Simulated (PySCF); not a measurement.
## Electronic structure of C4H12OSi (Si(OMe)Me3) in real space

The calculation's input:

```
{"job": {"kind": "nmr", "xc": "PBE0", "basis": "pcSseg-1"}, "charge": 0, "multiplicity": 1}
Si    -0.157601    -0.258138    -0.214517
O     -0.133803    -0.202176     1.463208
C      0.466412     0.810347     2.210463
H      1.546885     0.913659     1.993835
H      0.365243     0.576282     3.282200
H     -0.003974     1.797577     2.038843
C      1.601450    -0.282003    -0.871153
H      2.171855    -1.115035    -0.430949
H      2.136894     0.653779    -0.645088
H      1.608626    -0.408455    -1.965785
C     -1.072102     1.237586    -0.888538
H     -2.079649     1.310695    -0.449924
H     -1.183507     1.167259    -1.982561
H     -0.537874     2.175960    -0.670370
C     -1.054710    -1.840578    -0.633824
H     -2.067219    -1.840849    -0.201680
H     -0.515305    -2.712156    -0.232465
H     -1.147942    -1.966823    -1.723975
```

Command:

```sh
OMP_NUM_THREADS=1 python probes_run.py task.json out
```

Geometry: PBE0-D3(BJ)/def2-SVP.

Level of theory: PySCF 2.14.0, PBE0/pcSseg-1, SCF density, gas phase, non-relativistic.

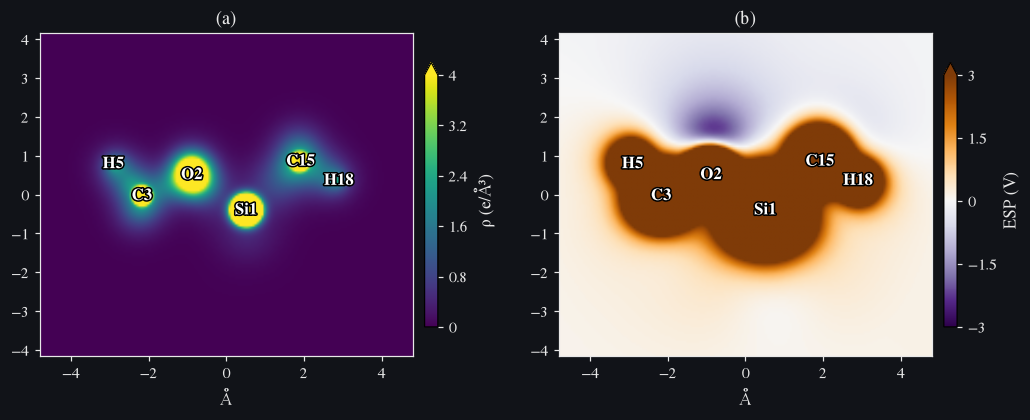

Figure 1. (a) total electron density; (b) electrostatic potential on the plane of atoms O2, C3 and H5.

**Read the bonding off the picture.**

Atoms in the plane: Si, O, C and H. C–O (1.39 Å): ρ at the midpoint is about 2.1 e/Å³, with its minimum of 1.8 e/Å³ about 0.5 Å from C. Si–O (1.68 Å): ρ at the midpoint is about 1.1 e/Å³. C–Si (1.87 Å): ρ at the midpoint is about 0.98 e/Å³. C–H (1.10 Å): ρ is about 2 e/Å³ halfway. Outside the dense part of the molecule the potential is most negative (−2.2 V) near O2.

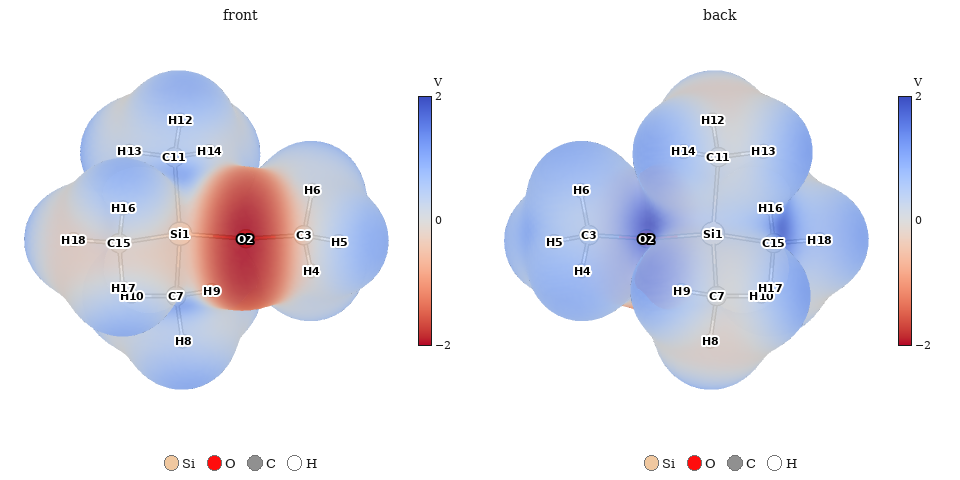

Figure 2. The electrostatic potential painted on the density surface at 0.004 e/bohr³, seen from the front and from behind; red is negative and blue positive.

**Where is the surface potential most negative and most positive?**

The most negative region (about −1.9 V) lies over O2, the most positive (about +1.5 V) over Si1. O2 is the likeliest acceptor of a hydrogen bond.

**How polar is the molecule by this calculation?**

Its dipole moment is 1.17 D.
